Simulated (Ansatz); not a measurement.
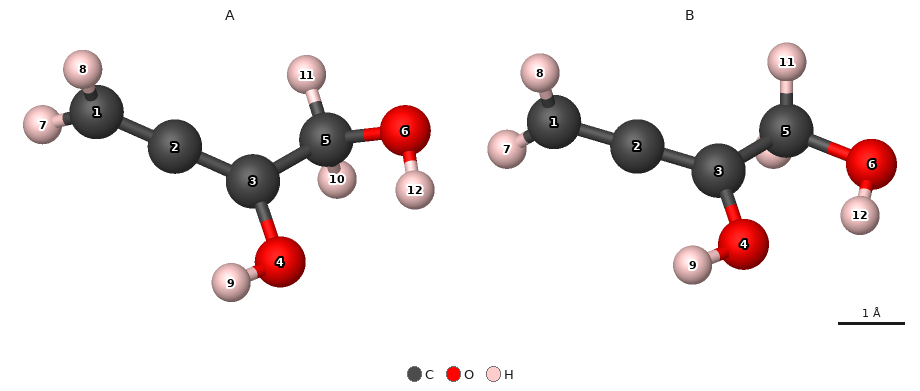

Two geometries of C4H6O2, drawn at one scale. One is the start of a relaxation, the other its converged end. A ball-and-stick model, seen from a free direction.

Computed with UHF/STO-3G (Ansatz). Set-up: collinear spin; force threshold 0.02 eV/Å; at most 40 steps.

**Which of the two is the end point?**

Structure A is the relaxed one. The run prepares the start of a later molecular dynamics calculation, from a guessed geometry. After 16 accepted moves (20 points after the start) the energy has fallen by 0.537 eV. Largest force component: 3.6 eV/Å at the start, 0.0067 eV/Å at the end. The line search rejected the trial steps at points 2, 11, 17, 19 of the run. The forces were under the threshold at step 14, but the run went on from there. The largest move after the best rigid fit is that of O6, 0.65 Å. Largest moves by element: O 0.65 Å, H 0.60 Å, C 0.22 Å. Among the contacts that change: C3–O4 1.359 → 1.410 Å, O4–H9 1.035 → 0.989 Å, C1–H7 1.040 → 1.086 Å, C5–H11 1.060 → 1.093 Å. Bond angles that change, for instance: H7–C1–H8 123.4° → 115.9°, C2–C1–H8 115.0° → 122.0°, C2–C3–O4 118.5° → 124.3°. Groups turn about C3–C5 by about 40°, C5–O6 by about 35°.

Limits of the set-up: STO-3G is a minimal basis, so the numbers are rough.
